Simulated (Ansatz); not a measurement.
Bond-angle distributions (per cent of the angles at each element, bins of 10°) of a relaxed model of amorphous Si$_{24}$O$_{51}$W at 2.43 g/cm³. Method: PBE, scalar-relativistic without spin-orbit coupling (plane waves to 420 eV, PAW; Ansatz, a program for electronic structure).

The cell was made by melting and quenching with the CHGNet potential and then relaxed with DFT. O atoms were pushed apart under 1.9 Å during the dynamics, to hinder bonds among them. The hot cell started wider than the set density and was brought back towards it in steps. It is the lowest in DFT energy of 2 quenches. It is a model cell: composition and starting density were chosen by hand, and all elements were melted together. No dispersion term was used. Its density started from a set value of 2.43 and ended at 2.43 g/cm³. The quench (nominally 400 K/ps over its main leg) was far faster than any real one, so the model tends to hold more defects than a real film. A cell of this size samples the disorder only roughly. The volume was held where the preparation left it and the shape relaxed, at a PBE pressure of -0.3 GPa (tension).

Neighbours within Si-Si 2.60 Å, Si-O 2.00 Å, Si-W 2.74 Å, O-O 1.58 Å, O-W 2.51 Å, W-W 3.04 Å count as bonded. Two cations that share two anions don't count as bonded, nor two that share one unless they lie closer than Si-Si 2.38 Å, Si-W 2.66 Å, W-W 2.95 Å.

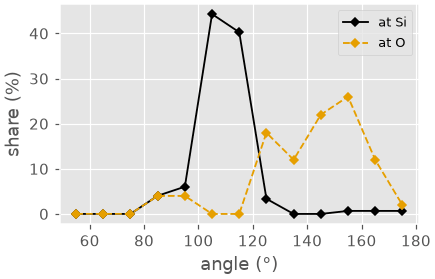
*Bond-angle distributions*

They go with these counts of neighbours within the cut-offs, cation contacts included: Si mean 4.0, most often 4; O mean 2.0, most often 2.
